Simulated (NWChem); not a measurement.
**triplet SiPH5O2: levels of theory compared**

Wanted: a comparison of 5 runs (UHF/6-31G*, USVWN5/6-31G*, UPBE/6-31G*, UPBE0/6-31G*, UMP2/6-31G*) of triplet SiPH5O2. 

The results are computed with NWChem 7.3.0.

1 further run of the same task is left out (it didn't finish). Runs told in other sessions of the task aren't counted.

## (1) The system as given

The species is SiPH5O2 (9 atoms), meant as a triplet with charge 0. SMILES of the parent species: `O[SiH2]OP`. Geometry: relaxed at PBE0-D4/def2-TZVP. This is one conformer, not always the lowest. That shape belongs to the parent species and isn't relaxed for this state.

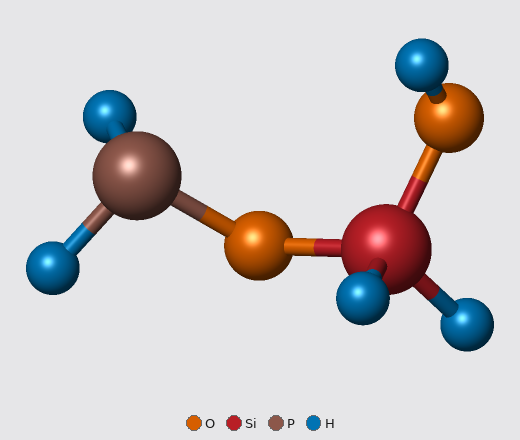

Viewed from a chosen angle; oxygen orange, silicon red, phosphorus brown, hydrogen blue.

## (2) A single-point energy at UHF/6-31G(d) (spherical functions) (run 1)

The input, h5o2psi.xyz:

```xyz
9
H5O2PSi energy
O     -0.307900     1.144300    -1.642900
Si     0.817700     0.562000    -0.606400
O      0.302400    -0.778100     0.201800
P     -0.942200    -0.834900     1.277600
H     -0.998700     1.706900    -1.290600
H      1.170600     1.605300     0.391300
H      1.964500     0.123500    -1.421100
H     -0.305900    -1.590900     2.302600
H     -1.612000    -1.984300     0.770600
```

The input, run.py:

```python
from ase.io import read
from ase.calculators.nwchem import NWChem

molecule = read('h5o2psi.xyz')

calc = NWChem(
    label='h5o2psi',
    theory='scf',
    memory='2200 mb',
    basis='6-31G*',
    basispar='spherical bse',
    scf={'nopen': '2', 'uhf': None, 'thresh': '1e-08', 'maxiter': '80'},
    task='energy',
)
molecule.calc = calc

e = molecule.get_potential_energy()
print(f"E = {e:.6f} eV")
```

Run with:

```sh
$ export ASE_NWCHEM_COMMAND="nwchem PREFIX.nwi > PREFIX.nwo"
$ python run.py
```

The log of the run:

```text
E = -21284.089171 eV
```

The calculator wrote h5o2psi.nwi:

```
title "h5o2psi"

permanent_dir h5o2psi

scratch_dir h5o2psi

start h5o2psi

geometry units angstrom nocenter noautosym noautoz
  O  -3.0790000000000001e-01 1.1443000000000001e+00 -1.6429000000000000e+00
  Si 8.1769999999999998e-01 5.6200000000000006e-01 -6.0640000000000005e-01
  O  3.0240000000000000e-01 -7.7810000000000001e-01 2.0180000000000001e-01
  P  -9.4220000000000004e-01 -8.3489999999999998e-01 1.2776000000000001e+00
  H  -9.9870000000000003e-01 1.7069000000000001e+00 -1.2906000000000000e+00
  H  1.1706000000000001e+00 1.6052999999999999e+00 3.9129999999999998e-01
  H  1.9644999999999999e+00 1.2350000000000000e-01 -1.4211000000000000e+00
  H  -3.0590000000000001e-01 -1.5909000000000000e+00 2.3026000000000000e+00
  H  -1.6120000000000001e+00 -1.9843000000000000e+00 7.7059999999999995e-01
end

memory 2200 mb

basis spherical bse noprint
   * library 6-31G*
end

scf
  nopen 2
  uhf
  thresh 1e-08
  maxiter 80
end

task scf energy
```

h5o2psi.nwo:

```text
Northwest Computational Chemistry Package (NWChem) 7.3.0
             --------------------------------------------------------

           Job information
           ---------------

    nwchem branch   = 7.3.0
    use scalapack   = T
    input           = h5o2psi.nwi
    prefix          = h5o2psi.
    data base       = h5o2psi/h5o2psi.db
    status          = startup
    nproc           =        1

           Memory information
           ------------------

[... 5 lines left out ...]
    hardfail = no
[... 126 lines left out ...]
 1-e energy   =   -1544.623057
[... 9 lines left out ...]
 Convergence threshold     :          1.000E-08
[... 17 lines left out ...]
      One electron energy =  -1546.660388162664
[... 9 lines left out ...]
          Final alpha eigenvalues
[... 277 lines left out ...]
                     UHF Final Beta Molecular Orbital Analysis
[... 256 lines left out ...]
       Multipole analysis of the density wrt the origin
       ------------------------------------------------

     L   x y z        total         alpha         beta         nuclear
     -   - - -        -----         -----         ----         -------
     0   0 0 0     -0.000000    -26.000000    -24.000000     50.000000

     1   1 0 0     -0.368394      4.164509      0.211633     -4.744535
[... 8 lines of this table left out ...]
     2   0 0 2    -33.231527   -134.757918   -117.325748    218.852139

 Task  times  cpu:       23.6s     wall:       23.6s
 Total times  cpu:       23.6s     wall:       23.6s
```

Run time: 25 s. Hardware: 1 thread of Intel Xeon Platinum 8488C (Sapphire Rapids), shared host; peak memory 0.099 GiB.

## (3) A single-point energy at USVWN5/6-31G(d) (spherical functions) (run 2)

The input, input.xyz:

```xyz
9

O     -0.307900     1.144300    -1.642900
Si     0.817700     0.562000    -0.606400
O      0.302400    -0.778100     0.201800
P     -0.942200    -0.834900     1.277600
H     -0.998700     1.706900    -1.290600
H      1.170600     1.605300     0.391300
H      1.964500     0.123500    -1.421100
H     -0.305900    -1.590900     2.302600
H     -1.612000    -1.984300     0.770600
```

The input, run.py:

```python
from ase.io import read
from ase.calculators.nwchem import NWChem

molecule = read('input.xyz')

calc = NWChem(
    label='input',
    theory='dft',
    memory='2200 mb',
    basis='6-31G*',
    basispar='spherical bse',
    dft={'xc': 'slater vwn_5', 'mult': '3', 'grid': 'xfine', 'convergence': 'energy 1e-08', 'iterations': '100', 'mulliken': None, 'print': 'low'},
    task='energy',
)
molecule.calc = calc

print("Total energy (eV):", round(molecule.get_potential_energy(), 6))
```

Run with:

```sh
$ export ASE_NWCHEM_COMMAND="nwchem PREFIX.nwi > PREFIX.nwo"
$ python run.py
```

The log of the run:

```text
Total energy (eV): -21241.864146
```

The calculator wrote input.nwi:

```
title "input"

permanent_dir input

scratch_dir input

start input

geometry units angstrom nocenter noautosym noautoz
  O  -3.0790000000000001e-01 1.1443000000000001e+00 -1.6429000000000000e+00
  Si 8.1769999999999998e-01 5.6200000000000006e-01 -6.0640000000000005e-01
  O  3.0240000000000000e-01 -7.7810000000000001e-01 2.0180000000000001e-01
  P  -9.4220000000000004e-01 -8.3489999999999998e-01 1.2776000000000001e+00
  H  -9.9870000000000003e-01 1.7069000000000001e+00 -1.2906000000000000e+00
  H  1.1706000000000001e+00 1.6052999999999999e+00 3.9129999999999998e-01
  H  1.9644999999999999e+00 1.2350000000000000e-01 -1.4211000000000000e+00
  H  -3.0590000000000001e-01 -1.5909000000000000e+00 2.3026000000000000e+00
  H  -1.6120000000000001e+00 -1.9843000000000000e+00 7.7059999999999995e-01
end

memory 2200 mb

basis spherical bse noprint
   * library 6-31G*
end

dft
  xc slater vwn_5
  mult 3
  grid xfine
  convergence energy 1e-08
  iterations 100
  mulliken
  print low
end

task dft energy
```

input.nwo:

```text
Northwest Computational Chemistry Package (NWChem) 7.3.0
             --------------------------------------------------------

           Job information
           ---------------

    nwchem branch   = 7.3.0
    use scalapack   = T
    input           = input.nwi
    prefix          = input.
    data base       = input/input.db
    status          = startup
    nproc           =        1

           Memory information
           ------------------

[... 5 lines left out ...]
    hardfail = no
[... 39 lines left out ...]
            Nuclear Dipole moment (a.u.)
[... 100 lines left out ...]
         Total DFT energy =     -780.624115453492
[... 1 line left out ...]
           Coulomb energy =      592.966752434952
[... 1 line left out ...]
 Nuclear repulsion energy =      233.152862446273
[... 45 lines left out ...]
    Atom       Charge   Shell Charges
 -----------   ------   -------------------------------------------------------
    1 O    8     0.02   0.00  0.00  0.02  0.00  0.00  0.00
    2 Si  14     0.10   0.00  0.00  0.00  0.00  0.01  0.01  0.06  0.01
    3 O    8     0.40   0.00  0.06  0.25  0.02  0.06  0.00
[... 5 lines of this table left out ...]
    9 H    1     0.05   0.03  0.02

     --------------------------
     Expectation value of S2:
     --------------------------
      <S2> =      2.0018 (Exact =     2.0000)

 Task  times  cpu:       23.3s     wall:       23.3s
 Total times  cpu:       23.4s     wall:       23.4s
```

It took 25 s on 1 thread of Intel Xeon Platinum 8488C (Sapphire Rapids), shared host; peak memory 0.14 GiB.

Runs 3 to 4 aren't shown in full; the table further down has their settings and results.

## (4) A single-point energy at UMP2/6-31G(d) (spherical functions) (run 5)

Edit h5o2psi.xyz of step 2 so:

```diff
@@ -1,3 +1,3 @@
 9
-H5O2PSi energy
+H5O2PSi
 O     -0.307900     1.144300    -1.642900
```

The input, run.py:

```python
from ase.io import read
from ase.calculators.nwchem import NWChem

system = read('h5o2psi.xyz')

calc = NWChem(
    label='h5o2psi',
    theory='mp2',
    memory='2200 mb',
    basis='6-31G*',
    basispar='spherical bse',
    scf={'nopen': '2', 'uhf': None, 'thresh': '1e-08', 'maxiter': '80'},
    mp2={'freeze': 'core 12', 'tight': None},
    task='energy',
)
system.calc = calc

e = system.get_potential_energy()
print(f"E = {e:.6f} eV")
```

Run with:

```sh
$ export ASE_NWCHEM_COMMAND="nwchem PREFIX.nwi > PREFIX.nwo"
$ python run.py
```

The log of the run:

```text
E = -21298.367925 eV
```

The calculator wrote h5o2psi.nwi:

```
title "h5o2psi"

permanent_dir h5o2psi

scratch_dir h5o2psi

start h5o2psi

geometry units angstrom nocenter noautosym noautoz
  O  -3.0790000000000001e-01 1.1443000000000001e+00 -1.6429000000000000e+00
  Si 8.1769999999999998e-01 5.6200000000000006e-01 -6.0640000000000005e-01
  O  3.0240000000000000e-01 -7.7810000000000001e-01 2.0180000000000001e-01
  P  -9.4220000000000004e-01 -8.3489999999999998e-01 1.2776000000000001e+00
  H  -9.9870000000000003e-01 1.7069000000000001e+00 -1.2906000000000000e+00
  H  1.1706000000000001e+00 1.6052999999999999e+00 3.9129999999999998e-01
  H  1.9644999999999999e+00 1.2350000000000000e-01 -1.4211000000000000e+00
  H  -3.0590000000000001e-01 -1.5909000000000000e+00 2.3026000000000000e+00
  H  -1.6120000000000001e+00 -1.9843000000000000e+00 7.7059999999999995e-01
end

memory 2200 mb

basis spherical bse noprint
   * library 6-31G*
end

scf
  nopen 2
  uhf
  thresh 1e-08
  maxiter 80
end
mp2
  freeze core 12
  tight
end

task mp2 energy
```

h5o2psi.nwo:

```text
Northwest Computational Chemistry Package (NWChem) 7.3.0
             --------------------------------------------------------

           Job information
           ---------------

    nwchem branch   = 7.3.0
    use scalapack   = T
    input           = h5o2psi.nwi
    prefix          = h5o2psi.
    data base       = h5o2psi/h5o2psi.db
    status          = startup
    nproc           =        1

           Memory information
           ------------------

[... 5 lines left out ...]
    hardfail = no
[... 126 lines left out ...]
 1-e energy   =   -1544.623057
[... 9 lines left out ...]
 Convergence threshold     :          1.000E-08
[... 17 lines left out ...]
      One electron energy =  -1546.660388162664
[... 9 lines left out ...]
          Final alpha eigenvalues
[... 277 lines left out ...]
                     UHF Final Beta Molecular Orbital Analysis
[... 321 lines left out ...]
          ---------------------------------------------------
                    Spin Component Scaled (SCS) MP2
          Same spin pairs                     -0.135936449661
          Same spin scaling factor             0.333333333333
          Opposite spin pairs                 -0.388798095276
          Opposite spin scaling fact.          1.200000000000
          SCS-MP2 correlation energy          -0.511869864218
          Total SCS-MP2 energy              -782.687726390940
          ---------------------------------------------------

 -----------------------
 Task  times  cpu:       28.1s     wall:       28.1s
 Total times  cpu:       28.1s     wall:       28.1s
```

It took 30 s on 1 thread of Intel Xeon Platinum 8488C (Sapphire Rapids), shared host; peak memory 0.17 GiB.

## (5) Overview of the runs

| run | level | iteration cap | module | energy (Eh) | dipole moment (D) of the reference | HOMO energy (eV) | ⟨S²⟩ | wall time |
| --- | --- | --- | --- | --- | --- | --- | --- | --- |
| 1 | UHF/6-31G* (spherical functions) | 80 | scf | -782.175857 | 2.10 | -5.28 | 2.010 | 25 s |
| 2 | USVWN5/6-31G* (spherical functions) | 100 | dft | -780.624115 | – | – | 2.002 | 25 s |
| 3 | UPBE/6-31G* (spherical functions) | 100 | dft | -783.673233 | 1.33 | -1.82 | 2.002 | 65 s |
| 4 | UPBE0/6-31G* (spherical functions) | 100 | dft | -783.735312 | 1.51 | -2.82 | 2.004 | 65 s |
| 5 | UMP2/6-31G* (spherical functions) | 80 | mp2 | -782.700591 | – | -5.28 | 2.010 | 30 s |

## (6) What came out

| quantity | value |
| --- | --- |
| run 5: total energy | -782.70059 Eh |
| run 5: HOMO energy (Hartree–Fock orbitals) (highest over α and β) | -5.28 eV |
| run 5: LUMO energy (Hartree–Fock orbitals) (lowest over α and β) | -0.36 eV |
| run 5: correlation energy (12 core orbitals frozen) | -524.7 mEh |
| run 5: ⟨S²⟩ of the reference determinant | 2.010 |

What this shows: Over runs 1, 3, 4 the dipole moment (its size) runs from 1.33 D (UPBE/6-31G*) to 2.10 D (UHF/6-31G*). Totals of different functionals can't be ranked against each other. All runs together took 3.5 min, the longest 65 s.
